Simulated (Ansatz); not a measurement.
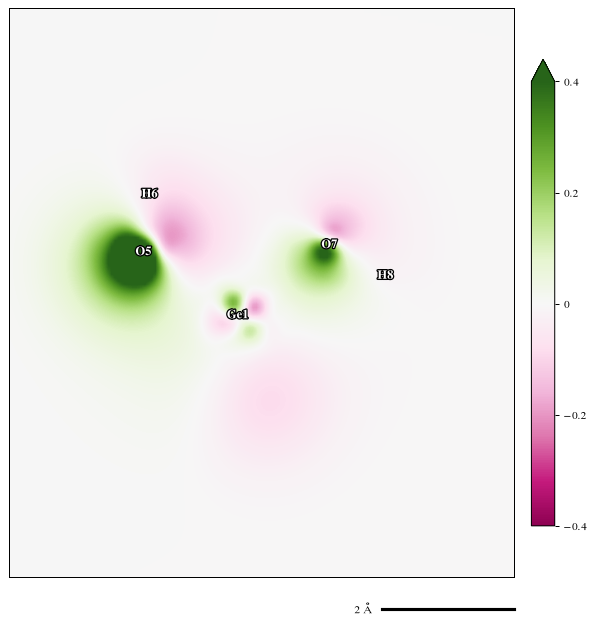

*FGeH3O3···H (doublet). The HOMO−1 (α) on the plane of atoms Ge1, O7 and H8 (values in Å⁻³ᐟ²; the overall sign is arbitrary).*

Level of theory: UKS PBE0/def2-SVP (Ansatz).

Input file:

```
crystal:
  periodic: [false, false, false]
  atoms:
    - { symbol: Ge, position_ang: [-0.012526, -0.010923, -0.082757] }
    - { symbol: F, position_ang: [-0.015843, -0.017443, 1.625319] }
    - { symbol: O, position_ang: [1.634732, -0.001007, -0.651362] }
    - { symbol: H, position_ang: [1.970986, -0.899542, -0.750139] }
    - { symbol: O, position_ang: [-0.81562, 1.434201, -0.638924] }
    - { symbol: H, position_ang: [-1.733656, 1.246718, -0.867617] }
    - { symbol: O, position_ang: [-0.856227, -1.471193, -0.578999] }
    - { symbol: H, position_ang: [-1.264411, -1.927832, 0.166466] }
    - { symbol: H, position_ang: [-3.5e-05, -0.001479, 3.754912] }
magnetization:
  spin_polarized: true
  initial_magnetization: 1
basis:
  gaussian: { orbitals: def2-SVP }
hamiltonian:
  xc: pbe0
relax:
  f_tol: 0.03
  max_steps: 50
output:
  orbitals: {}
```

Run with:

```sh
ansatz run input.yaml --threads 4 --pin off --max-ram 5120MiB --backend cpu --events-out ev --progress --plain --runs-dir out
```

The fields are those of the run's last geometry, not of the input's.

Question: What is the character of this orbital?

Answer: By Hirshfeld shares it lies mainly on O5 (about 45 %), O3 (about 25 %), O7 (about 15 %) and Ge1 (about 5 %); largely a combination of lone pairs on O5, O3 and O7. Its energy is −9.34 eV.
